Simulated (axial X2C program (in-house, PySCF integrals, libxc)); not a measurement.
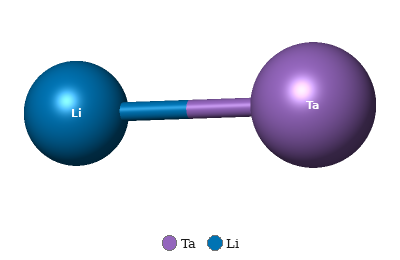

Fig. 1: The molecule at the reference distance of 2.730 Å.

# Relativistic diatomic calculation, with input and output: TaLi⁻

- system: TaLi⁻, single determinant with M_S = 3/2 and |Λ| = 2 (not the lowest found).
- method: PBE0, spin-free X2C-1e, Ta dyall-acv3z, Li dyall-av3z (cores contracted) (axial X2C program (in-house, PySCF integrals, libxc))

Input file:
```
{"zs": [73, 3], "q": -1, "bas": ["dyall-acv3z", "dyall-av3z"], "levels": ["PBE0", "HF", "BLYP"], "cc": true, "r0": 2.79, "thr": -1.0, "nmax": 90, "npts": 10, "nst": 2, "ntry": 6}
```

The line is the task of a batch: nuclear charges, charge, bases, the levels to run, a first guess of the distance and further settings. This report covers PBE0 without spin-orbit coupling. The log is that of the reference distance 2.73 Å.

Hardware: 1 thread of Intel Xeon @ 2.60GHz (Ice Lake), 24 GiB of memory available, shared host.

Launched within a batch (the task file carries these settings):
```bash
python <driver script> task.json out
```

Output:
```
spin-free X2C-1e  PBE0
basis functions 245  fitting functions 1160  grid points 5085
iter        total energy     max residual
   1     -15610.545319610     2.16e+01
   2     -15611.409406380     1.82e+01
   3     -15611.890749198     1.49e+01
   4     -15612.246970507     1.08e+01
   5     -15612.544409125     5.45e+00
   6     -15612.632161752     7.06e-01
   7     -15612.644465853     1.15e+00
   8     -15612.671727251     1.27e+00
   9     -15612.679697132     8.94e-01
  10     -15612.688244811     6.68e-01
  11     -15612.692583207     3.63e-01
  12     -15612.695157907     5.72e-02
  13     -15612.697448948     1.36e-01
  14     -15612.699415927     1.66e-01
  15     -15612.700463153     8.78e-02
  16     -15612.701278499     8.18e-02
  17     -15612.701698342     6.44e-02
  18     -15612.701899795     2.63e-02
  19     -15612.702073994     1.70e-02
  20     -15612.702187927     3.05e-02
  21     -15612.702263917     9.00e-03
  22     -15612.702320387     1.63e-02
  23     -15612.702364420     1.39e-02
  24     -15612.702399024     9.62e-03
  25     -15612.702427034     5.79e-03
  26     -15612.702443915     7.80e-03
  27     -15612.702452834     4.20e-03
  28     -15612.702457922     1.66e-03
  29     -15612.702461135     3.06e-03
  30     -15612.702463188     1.99e-03
  31     -15612.702464459     1.35e-03
  32     -15612.702465124     1.32e-03
  33     -15612.702465411     6.54e-04
  34     -15612.702465545     5.55e-04
  35     -15612.702465613     2.47e-04
  36     -15612.702465643     2.55e-04
  37     -15612.702465656     2.52e-04
  38     -15612.702465661     1.28e-04
  39     -15612.702465665     1.22e-04
  40     -15612.702465666     6.36e-05
  41     -15612.702465667     4.01e-05
  42     -15612.702465667     4.66e-05
  43     -15612.702465668     2.77e-05
  44     -15612.702465668     1.77e-05
converged
one-electron -21525.96160191  Coulomb 6193.38566209  exact exchange -79.36647367  xc functional -243.21053173  nuclear repulsion 42.45047956
```

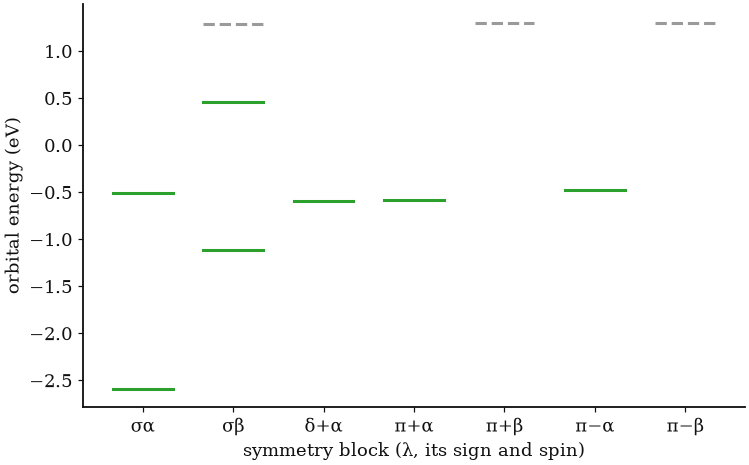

Fig. 2: Orbital energies near the frontier at 2.73 Å, filled (solid) and empty (dashed); a label such as π−α means λ = −1 and α spin. The highest filled orbital (σβ; 38 % Li p, 31 % Li s) lies at 0.45 eV, the lowest empty one (σβ; 87 % Li p, 9 % Li s) at 1.29 eV. A filled level above zero is held only by the finite basis .

Outcome:

```
                    quantity                                        value
                     outcome  not converged in a step after the SCF shown
largest ⟨S²⟩ along the curve                                         4.74
                   wall time                                         13 s
                 peak memory                                     0.57 GiB
```

Diagnosis:

The SCF whose log is shown converged, but a later step did not. The run therefore gave no full result. ⟨S²⟩ reaches 4.74 where a pure state of this multiplicity has 3.75, so the determinant is spin-contaminated.
